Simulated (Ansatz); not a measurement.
System (SMILES): [Al][Cl] (Al-Cl) (closed-shell singlet).
Geometry (B3LYP-D3(BJ)/def2-TZVP, fixed):
```xyz
2

Al     0.0000     0.0000    -1.2241
Cl     0.0000     0.0000     0.9361
```

Basis-set convergence of the dipole moment at HF with Ansatz (a program for electronic structure). Dipoles come from the density behind the forces; the sign is taken along the dipole that this method gives in the largest set. Cartesian d functions, on some or all atoms, in 6-31G**, 6-31+G*, 6-311G**; all else is spherical. The program fits the integrals of some runs and decomposes those of others, by size. No added dispersion term, no relativity. Reference: the value in aug-pcseg-3, 1.686 D, itself unsure by roughly 0.003 D (its mean distance from aug-cc-pV(Q+d)Z, def2-QZVPPD). Deviations are taken from unrounded values.

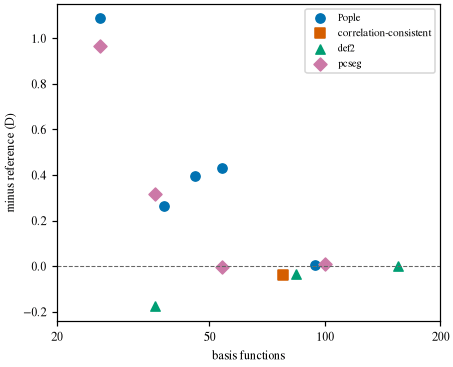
Fig. 1. Deviation from the reference against the number of basis functions, by family of sets.

| basis | functions | dipole moment (D) | minus reference (D) |
|---|---|---|---|
| 3-21G | 26 | 2.773 | 1.087 |
| pcseg-0 | 26 | 2.654 | 0.968 |
| def2-SVP | 36 | 1.509 | -0.177 |
| pcseg-1 | 36 | 2.002 | 0.315 |
| 6-31G** | 38 | 1.949 | 0.262 |
| 6-31+G* | 46 | 2.081 | 0.395 |
| 6-311G** | 54 | 2.118 | 0.432 |
| aug-pcseg-1 | 54 | 1.681 | -0.005 |
| cc-pV(T+d)Z | 78 | 1.646 | -0.040 |
| def2-TZVPP | 84 | 1.652 | -0.034 |
| 6-311++G(3df,3pd) | 94 | 1.693 | 0.007 |
| aug-pcseg-2 | 100 | 1.694 | 0.007 |
| def2-QZVPPD | 155 | 1.689 | 0.002 |
